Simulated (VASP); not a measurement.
Band structure of WO2. These are PBE GGA, VASP's PBE PAW potentials (set 64) (plane waves; VASP) values and carry that method's errors.

The cell holds a wide vacuum, so values per volume refer to the whole cell. Unless said otherwise, spin-orbit coupling is left out, though it shifts the bands of the heavy elements here.

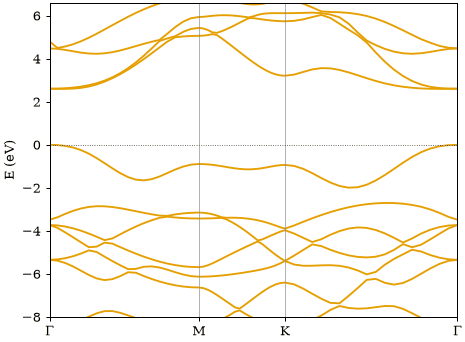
Figure. Bands along high-symmetry lines, zero at the valence-band maximum or, without a gap, the Fermi level

Question: Read the plot: is there a gap, and where are the band edges?

Answer: The gap is indirect, 2.60 eV, from the valence maximum at Γ to the conduction minimum at K-Γ at 0.89.

The cell is a sheet with vacuum, built from a generated structure.
